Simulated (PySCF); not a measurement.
BH₄N, SMILES `BN`.

PySCF calculation, PBE/def2-SVPD, gas phase; geometry: GFN2-xTB. No frequency check shows the geometry to be a minimum.

Input script:

```python
import numpy as np
from pyscf import gto, scf, dft
from pyscf.scf import atom_ks, atom_hf
from scipy.linalg import block_diag

def solve(mol, dm0=None, hcore=None):
    mf = (dft.UKS if mol.spin else dft.RKS)(mol, xc='pbe')
    mf.grids.level = 3
    mf = mf.density_fit(auxbasis='def2-universal-jkfit')
    mf.conv_tol, mf.max_cycle = 1e-8, 80
    if hcore is not None:
        mf.get_hcore = lambda *args: hcore
    mf.kernel(dm0)
    if not mf.converged:
        mf = mf.newton().run(mf.mo_coeff, mf.mo_occ, max_cycle=30)
    assert mf.converged, 'SCF not converged'
    return mf

mol = gto.M(atom='''
B     -0.77403     0.00000     0.00000
N      0.60354     0.00000     0.00000
H     -1.34080     1.02531     0.00000
H     -1.34078    -1.02533     0.00000
H      1.16347    -0.83644     0.00000
H      1.16345     0.83647     0.00000
''', basis='def2-svpd', charge=0, spin=0, verbose=4)
mf = solve(mol)
out = dict(e0=mf.e_tot, dm0=mf.make_rdm1(), c=mf.mo_coeff, occ=mf.mo_occ, eps=mf.mo_energy)
for name, dq, spin in [('cation', 1, 1), ('anion', -1, 1)]:
    ion = mol.copy().set(charge=mol.charge + dq, spin=spin).build()
    mi = solve(ion)
    if spin and dq > 0 and mol.nao < 130:
        c, _, stable, _ = mi.stability(return_status=True)
        if not stable:
            mi = solve(ion, mi.make_rdm1(c, mi.mo_occ))
    print(name, 'vertical energy change / eV', (mi.e_tot - mf.e_tot) * 27.211386)
    out.update({'e_' + name: mi.e_tot, 'dm_' + name: mi.make_rdm1(), 's2_' + name: mi.spin_square()[0], 'eps_' + name: mi.mo_energy, 'occ_' + name: mi.mo_occ})
# spherically averaged free atoms, for the promolecule
atm = atom_ks.get_atm_nrks(mol, xc='pbe')
pro = block_diag(*[(atm[a[0]][2] * atm[a[0]][3]) @ atm[a[0]][2].T for a in mol._atom])
np.savez('result.npz', pro=pro, **out)
```

Command:

```sh
OMP_NUM_THREADS=1 python input.py
```

The run took 110 s on 1 thread of Intel(R) Xeon(R) Platinum 8259CL CPU @ 2.50GHz (Skylake/Cascade Lake), on a shared host, peak memory 0.36 GiB.

Partitions, critical points and surface values were worked out afterwards from this run's density.

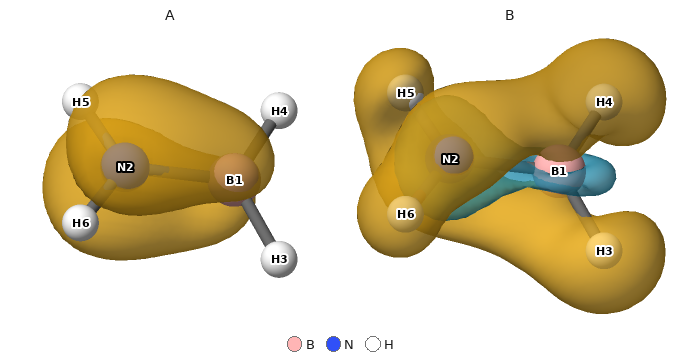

The Fukui function f⁻ from two separate SCF calculations and the density of the HOMO, at ±0.03 e/Å³ (yellow positive, teal negative).

Which panel is which, and how good is the frozen-orbital picture?

B is f⁻ (it has negative regions), A the HOMO density. The HOMO lies on N2 (66 %), B1 (20 %) and H5 and H6 (5 % each); f⁻ (Hirshfeld-condensed) is largest on B1 (0.27), N2 (0.23) and H3 and H4 (0.15 each); the vertical ionisation energy is 11.31 eV. Relaxation shifts 43 % of the electron between atoms. The orbital energy is −7.40 eV.
